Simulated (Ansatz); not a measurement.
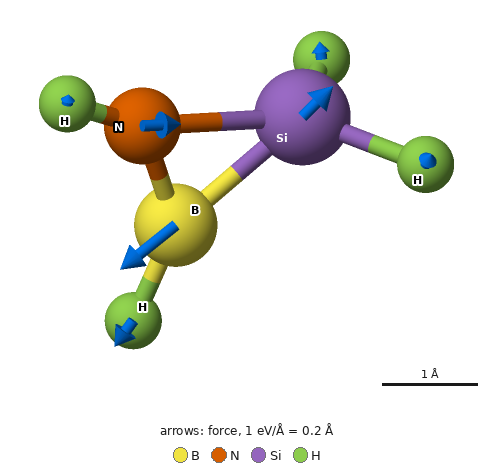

Starting geometry of BSiNH₄ with the computed forces as blue arrows. Style: ball-and-stick. Shown at a tilt.

It is one of the separated reactants of a reaction.

Level of theory: Ansatz 0.2.0, RKS PBE-D4/def2-SVP. Set-up: force threshold 0.03 eV/Å; at most 250 steps.

Is this structure relaxed? If not, where do the atoms go?

Answer. It isn't relaxed: the largest force vector, on the B atom, is 3.78 eV/Å. The final displacements follow the starting forces only in part (cosine between the two patterns 0.52). An H atom moves most after the best rigid fit: 0.46 Å. Largest moves by element: H 0.46 Å, B 0.30 Å, N 0.28 Å, Si 0.24 Å. Some distances before and after: B–Si 1.756 → 1.955 Å, N–Si 1.929 → 1.800 Å, B–H 1.150 → 1.208 Å, H–Si 1.485 → 1.505 Å. Among the angles between lasting bonds that change: Si–N–H 162.0° → 147.1°, B–N–Si 61.5° → 74.5°, N–B–Si 74.9° → 62.5°. Over 5 accepted moves (6 points after the start) the energy falls by 136.3 kJ/mol. Largest force component: 3.6 eV/Å at the start, 0.01 eV/Å at the end. The line search rejected the trial step at point 5 of the run.
